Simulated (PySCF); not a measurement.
# BrGeH3: the cost of one run

Programs: PySCF 2.14.0, with routines of our own; each step states its level. All values are computed. Atoms count from 0.

### 1 The system as given

5 atoms, charge 0, multiplicity 1; geometry from: GFN2-xTB.

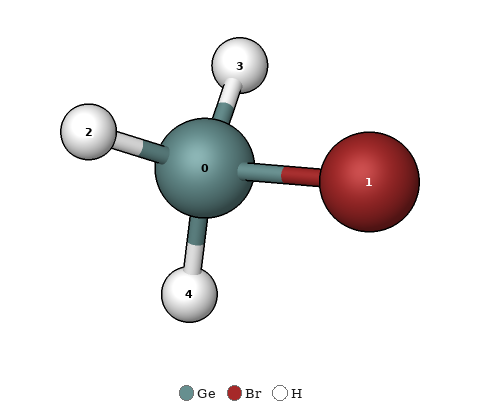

The starting geometry (germanium teal, bromine red, hydrogen white).

### 2 Relaxing the molecule at PBE0-D3(BJ)/def2-SVP

What the job is given:

```
{"job": {"xc": "PBE0", "basis": "def2-SVP", "d3": "d3bj", "grid": 1, "maxiter": 30, "shake": 0.01, "kind": "geom"}, "charge": 0, "multiplicity": 1}
Ge    -0.162260    -0.029000    -0.006660
Br     2.068000     0.036050     0.075620
H     -0.686220    -0.647210     1.245960
H     -0.617660     1.417690    -0.124790
H     -0.568290    -0.811510    -1.228030
```

Command:

```console
OMP_NUM_THREADS=1 python heavy_run.py task.json out
```

The driver reads the jobs from task.json and runs them one after another.

Q: Estimate the wall time and peak memory of this first job on 1 thread of Intel Xeon 6975P-C, shared host.

About 6 s, with a peak of 0.35 GiB.
